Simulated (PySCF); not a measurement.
# A diatomic session: BBr

Aim: find the lowest electronic state of BBr, scan its bond at several levels of theory, and get bond length, wavenumber and dissociation energy from each curve.

Program: PySCF 2.14.0. Level of theory: B 6-31G(d,p), Br 6-31G(d,p), no relativity. These are calculated values, not measurements.

## Step 1: The job

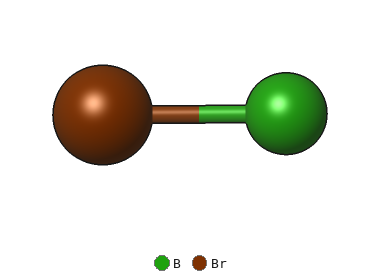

The two atoms at the starting distance (boron green, bromine brown).

Settings of the job:

```json
{"atoms": "B, Br", "charge": "0", "basis": "B 6-31G(d,p), Br 6-31G(d,p)", "Hamiltonian": "no relativity", "basis functions": "46", "electrons treated": "40", "masses in u": "11.0093, 78.9183", "levels": "PBE0, PBE, r²SCAN, BHandHLYP, BLYP, r²SCANh, ωB97X, HF, MP2, SCS-MP2, CCSD, CCSD(T)", "grid": "80 radial by 434 angular points", "occupations": "held fixed by the projection of orbital angular momentum", "dissociation limit": "B + Br, each in its ground configuration", "starting distance in angstrom": "1.930", "values of 2S to try": "0, 2"}
```

On the command line:

```sh
> OMP_NUM_THREADS=1 python dia.py task.json out
```

After this run come: PBE0 along the bond; Higher solutions at PBE0; PBE; r²SCAN (meta-GGA); BHandHLYP (global hybrid GGA); BLYP; r²SCANh (hybrid meta-GGA); ωB97X (range-separated hybrid); RHF (mean field); MP2 and coupled cluster.

Before running it: what results should come out? Wanted: for each run, Re; ωe; De; μ.

**Answer**, as computed:

Lowest PBE0 solution found, without spin–orbit coupling: ¹Σ⁺ (singlet), closed shell. State 2 has its PBE0 minimum 1.94 eV higher. The other levels ran on the lowest alone.

```tsv
level	Re (Å)	ωe (cm⁻¹)	De (eV)	μ (D)
RHF	1.917	677	3.04	0.67
RHF-MP2	1.900	697	4.33	n/a
RHF-SCS-MP2	1.907	688	4.17	n/a
RHF-CCSD	1.913	684	4.11	n/a
RHF-CCSD(T)	1.914	681	4.25	n/a
PBE	1.933	651	4.82	0.99
BLYP	1.948	628	4.53	0.88
r²SCAN	1.923	664	4.63	1.00
r²SCANh	1.918	671	4.55	0.97
PBE0	1.914	677	4.57	0.97
BHandHLYP	1.909	680	4.14	0.86
ωB97X	1.906	692	4.38	0.99
```

De is counted to B + Br in their ground configurations. A positive dipole means B(−)Br(+).

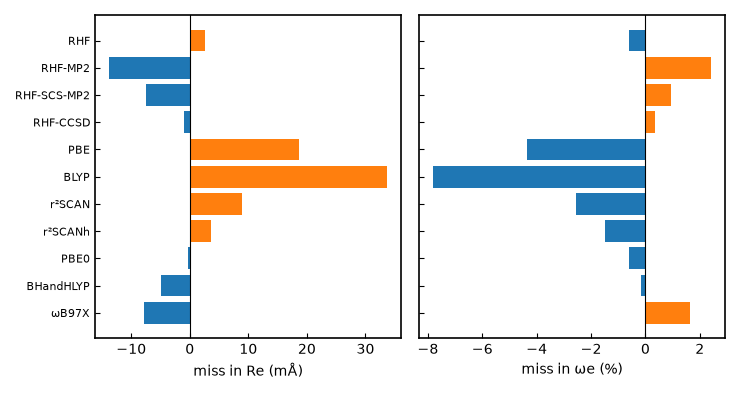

How far each level lies from CCSD(T) in the same basis.

**Reading.** Against CCSD(T) in the same basis, the bond length is nearest at PBE0 (0 mÅ) and farthest at BLYP (+34 mÅ); the wavenumber is nearest at BHandHLYP (-0.2 %) and farthest at BLYP (-7.8 %). PBE has the long and soft bond that GGAs tend to give. CCSD(T) in a basis this small is itself some way from its limit, more so than the functionals. Among the levels with a De in the table, it runs from 3.04 eV (RHF) to 4.82 eV (PBE).

Correlated steps freeze 10 core orbitals.
